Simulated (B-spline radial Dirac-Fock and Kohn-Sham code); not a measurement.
Atomic Zr. Computed with a B-spline radial atomic code: a Dirac–Hartree–Slater potential; 1 + βP₂(cos θ) + (δ + γ cos²θ) sin θ cos φ with E1 and E1–E2 terms. Open shells are averaged over j.

What should this plot look like? Angular distribution of photoelectrons from O1 (5s) in the plane of the polarisation E (up) and the photon direction k (right), relative to an isotropic one.

At 6.00 keV, β = 1.997, γ = 0.370 and δ = 0.000. At 6.00 keV the emission 45° forward of E is 1.2 times that 45° backward, and the lobe peaks 4.0° from E towards k.

Here it is:

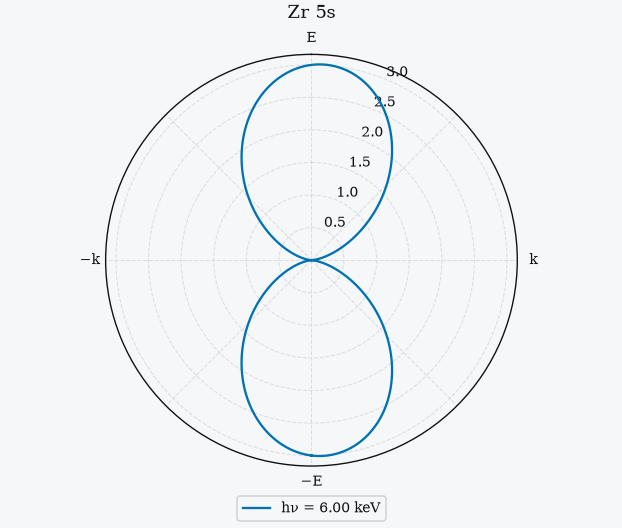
